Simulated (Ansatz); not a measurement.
# [PH4]+ (phosphonium): levels of theory compared

Wanted: a comparison of 6 runs (CAM-B3LYP/3-21G, CAM-B3LYP/6-31G, SVWN5/3-21G, UB3LYP/3-21G, wB97X/3-21G, CCSD(T)/3-21G) of [PH4]+ (phosphonium). 

The results are computed with Ansatz 0.2.0.

### Step 1. The molecule

The species is [PH4]+ (5 atoms), meant as a singlet with charge +1. SMILES: `[PH4+]`. The H3–P1 distance was set to 2.750 Å, away from the relaxed value. At this shape a bond of the SMILES string is far longer than usual.

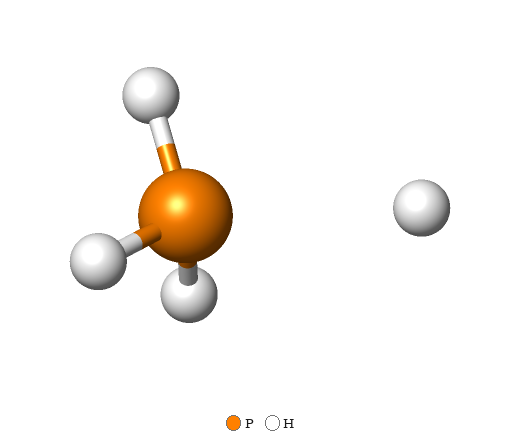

The structure, seen from a chosen angle (phosphorus orange, hydrogen white).

### Step 2. A single-point energy at CAM-B3LYP/3-21G (run 1)

input.yaml reads:

```yaml
crystal:
  periodic: [false, false, false]
  atoms:
    - {symbol: P, position_ang: [0.617299, 1.016081, -0.690931]}
    - {symbol: H, position_ang: [1.974779, 0.954751, -0.480531]}
    - {symbol: H, position_ang: [-0.617320, -1.016050, 0.691010]}
    - {symbol: H, position_ang: [0.355459, 0.882331, -2.034321]}
    - {symbol: H, position_ang: [0.139069, 2.227221, -0.249151]}
basis:
  gaussian: {orbitals: 3-21G.json}
total_charge: 1
hamiltonian: {xc: {name: CAM-B3LYP}}
accuracy: high
```

The basis set 3-21G is read from a file made from the Basis Set Exchange's data (not shown).

The run is started by

```bash
$ ansatz run input.yaml --threads 1 --pin off --max-ram 2610MiB --events-out events.jsonl --progress --plain --runs-dir runs
```

Output:

```text
Warning: RAYON_NUM_THREADS=1 ignored (pool sized by the plan → 1); use --threads N
Functional definition: CAM-B3LYP
  name "CAM-B3LYP"
  parameter alpha = 0.19
  parameter beta = 0.46
  parameter omega = 0.33/bohr
  parameter ac = 0.81
  exchange = (1 - alpha - beta)*b88_x + beta*b88_x_sr(omega) + alpha*exact_x + beta*exact_x_lr(omega)
  correlation = (1 - ac)*vwn5_c + ac*lyp_c
415 factors; integrals over basis functions are off by at most 4.1e-9 eV
172 factors; integrals over basis functions are off by at most 2.2e-9 eV
mean field evaluation 1: about -9289.6992 eV, gradient 2.3e1 eV
mean field evaluation 2: about -9286.8315 eV, gradient 3.5e1 eV
mean field evaluation 4: about -9293.1104 eV, gradient 1.4e0 eV
mean field evaluation 8: about -9293.0967 eV, gradient 2.1e-3 eV
mean field evaluation 16: about -9293.0967 eV, gradient 2.4e-8 eV
mean field -9293.09666769 eV, -341.5150034505 hartree, gradient 2.4e-8 eV, S^2 0.000000; 0 other end points of the search recorded, 0 dependent functions left out
reference -9293.09668162 eV, -341.5150039625 hartree; 9, 9 occupied and 12, 12 virtual orbitals, 415 factors
Total energy: -9293.09668162 eV, -341.5150039625 hartree
```

Run time: 0.69 s. Hardware: 1 thread of AMD EPYC 7R43 (Zen 3), shared host; peak memory 0.1 GiB.

### Step 3. A single-point energy at CAM-B3LYP/6-31G (run 2)

molecule.yaml reads:

```yaml
basis:
  gaussian:
    orbitals: 6-31G
crystal:
  periodic: [false, false, false]
  atoms:
    - symbol: P
      position_ang: [0.617299, 1.016081, -0.690931]
    - symbol: H
      position_ang: [1.974779, 0.954751, -0.480531]
    - symbol: H
      position_ang: [-0.617320, -1.016050, 0.691010]
    - symbol: H
      position_ang: [0.355459, 0.882331, -2.034321]
    - symbol: H
      position_ang: [0.139069, 2.227221, -0.249151]
total_charge: 1
hamiltonian:
  xc: {name: CAM-B3LYP}
accuracy: high
```

The run is started by

```bash
$ ansatz run molecule.yaml --threads 1 --pin off --max-ram 2610MiB --events-out events.jsonl --progress --plain --runs-dir runs
```

Output:

```text
Warning: RAYON_NUM_THREADS=1 ignored (pool sized by the plan → 1); use --threads N
[... 8 set-up lines as earlier in the session ...]
471 factors; integrals over basis functions are off by at most 2.6e-9 eV
204 factors; integrals over basis functions are off by at most 1.8e-9 eV
mean field evaluation 1: about -9336.1892 eV, gradient 2.1e1 eV
mean field evaluation 2: about -9333.2662 eV, gradient 3.3e1 eV
mean field evaluation 4: about -9339.6810 eV, gradient 1.4e0 eV
mean field evaluation 8: about -9339.6813 eV, gradient 1.3e-3 eV
mean field evaluation 16: about -9339.6813 eV, gradient 5.7e-8 eV
mean field -9339.68133455 eV, -343.2269583814 hartree, gradient 5.7e-8 eV, S^2 0.000000; 0 other end points of the search recorded, 0 dependent functions left out
reference -9339.68135030 eV, -343.2269589600 hartree; 9, 9 occupied and 12, 12 virtual orbitals, 471 factors
Total energy: -9339.68135030 eV, -343.2269589600 hartree
```

It took 0.87 s on 1 thread of AMD EPYC 7R43 (Zen 3), shared host; peak memory 0.1 GiB.

Runs 3 to 5 aren't shown in full; the table further down has their settings and results.

### Step 4. A single-point energy at CCSD(T)/3-21G (run 6)

job.yaml reads:

```yaml
crystal:
  periodic: [false, false, false]
  atoms:
    - {symbol: P, position_ang: [0.617299, 1.016081, -0.690931]}
    - {symbol: H, position_ang: [1.974779, 0.954751, -0.480531]}
    - {symbol: H, position_ang: [-0.617320, -1.016050, 0.691010]}
    - {symbol: H, position_ang: [0.355459, 0.882331, -2.034321]}
    - {symbol: H, position_ang: [0.139069, 2.227221, -0.249151]}
basis:
  gaussian: {orbitals: 3-21G.json}
total_charge: 1
correlation: {method: ccsd_t, frozen_orbitals: {H: 0, P: 5}}
accuracy: high
scf: {omitted_lower_state_checks: [cluster_reference, increment]}
```

The basis set 3-21G is read from a file made from the Basis Set Exchange's data (not shown).

The run is started by

```bash
$ ansatz run job.yaml --threads 1 --pin off --max-ram 2610MiB --events-out events.jsonl --progress --plain --runs-dir runs
```

Output:

```text
Warning: RAYON_NUM_THREADS=1 ignored (pool sized by the plan → 1); use --threads N
Functional definition: HF
  name "HF"
  exchange = exact_x
  correlation = 0
these checks for a lower state are left out or cut short: cluster_reference, increment
415 factors; integrals over basis functions are off by at most 4.1e-9 eV
mean field evaluation 1: about -9272.6688 eV, gradient 1.6e1 eV
mean field evaluation 2: about -9272.6662 eV, gradient 1.6e1 eV
mean field evaluation 4: about -9274.4907 eV, gradient 1.5e0 eV
mean field evaluation 8: about -9274.5042 eV, gradient 1.8e-4 eV
mean field evaluation 16: about -9273.1553 eV, gradient 8.9e0 eV
mean field -9274.50419624 eV, -340.8317427270 hartree, gradient 1.2e-8 eV, S^2 0.000000; 1 other end points of the search recorded, 0 dependent functions left out; unrestricted orbitals would lower it
5 core orbitals not correlated: weight in the atoms' cores, before any rotation towards them, 1.000 or more for the frozen orbitals, at most 0.000 for the correlated occupied ones
reference -9274.50419624 eV, -340.8317427270 hartree; 4, 4 occupied and 12, 12 virtual orbitals, 415 factors
second order -2.53693717 eV of doubles, -0.00000000 eV of singles
cycle   1  -2.98536919 eV  change   -6.7e-1 eV  update   1.2e-1
cycle   2  -3.74489222 eV  change   -7.6e-1 eV  update   8.1e-2
cycle   3  -3.82267302 eV  change   -7.8e-2 eV  update   2.5e-2
cycle   4  -3.81222231 eV  change    1.0e-2 eV  update   7.0e-3
cycle   5  -3.81910905 eV  change   -6.9e-3 eV  update   2.2e-3
cycle   6  -3.81544131 eV  change    3.7e-3 eV  update   5.7e-4
cycle   7  -3.81616137 eV  change   -7.2e-4 eV  update   1.9e-4
cycle   8  -3.81631017 eV  change   -1.5e-4 eV  update   6.1e-5
cycle   9  -3.81626538 eV  change    4.5e-5 eV  update   2.5e-5
cycle  10  -3.81626954 eV  change   -4.2e-6 eV  update   5.4e-6
cycle  11  -3.81627174 eV  change   -2.2e-6 eV  update   2.1e-6
cycle  12  -3.81627351 eV  change   -1.8e-6 eV  update   7.3e-7
cycle  13  -3.81627314 eV  change    3.7e-7 eV  update   2.9e-7
cycle  14  -3.81627313 eV  change    7.4e-9 eV  update   1.3e-7
cycle  15  -3.81627331 eV  change   -1.8e-7 eV  update   5.0e-8
cycle  16  -3.81627215 eV  change    1.2e-6 eV  update   3.0e-7
cycle  17  -3.81627091 eV  change    1.2e-6 eV  update   1.7e-7
cycle  18  -3.81627072 eV  change    1.9e-7 eV  update   2.6e-8
cycle  19  -3.81627072 eV  change    5.8e-9 eV  update   6.8e-9
cycle  20  -3.81627073 eV  change   -1.1e-8 eV  update   3.3e-9
cycle  21  -3.81627073 eV  change   -2.5e-9 eV  update  8.0e-10
cycle  22  -3.81627073 eV  change   3.7e-10 eV  update  3.5e-10
perturbative correction -0.10194191 eV, -0.0037462960 hartree
WARN: these amplitudes may be one of several solutions (largest doubles amplitude 0.46, level shift 1.70 eV)
Total energy: -9278.42240888 eV, -340.9757343856 hartree
Checks for a lower state left out: cluster_reference, increment
```

Wall time 0.18 s (1 thread of AMD EPYC 7R43 (Zen 3), shared host).

### Step 5. The series

| run | level | frozen core orbitals | energy (Eh) | wall time |
| --- | --- | --- | --- | --- |
| 1 | CAM-B3LYP/3-21G | – | -341.515004 | 0.69 s |
| 2 | CAM-B3LYP/6-31G | – | -343.226959 | 0.87 s |
| 3 | SVWN5/3-21G | – | -340.230615 | 0.53 s |
| 4 | UB3LYP/3-21G | – | -341.559939 | 2.5 s |
| 5 | wB97X/3-21G | – | -341.502769 | 2.9 s |
| 6 | CCSD(T)/3-21G | 5 | -340.975734 | 0.18 s |

### Step 6. Outcome

```
                                          quantity          value
                               run 6: total energy  -340.97573 Eh
run 6: correlation energy (5 core orbitals frozen)     -144.0 mEh
                             run 6: (T) correction      -3.75 mEh
                              run 6: T1 diagnostic          0.054
```

In words: Totals of different functionals can't be ranked against each other. In run 6 the T1 diagnostic is large, so a single reference may not serve. In run 6 the log says that unrestricted orbitals would lower the reference, so the values rest on an unstable closed-shell determinant (other closed-shell runs at this shape may share the fault). Spin contamination of the reference: run 4 ⟨S²⟩ = 0.52. All runs together took 7.7 s, the longest 2.9 s.
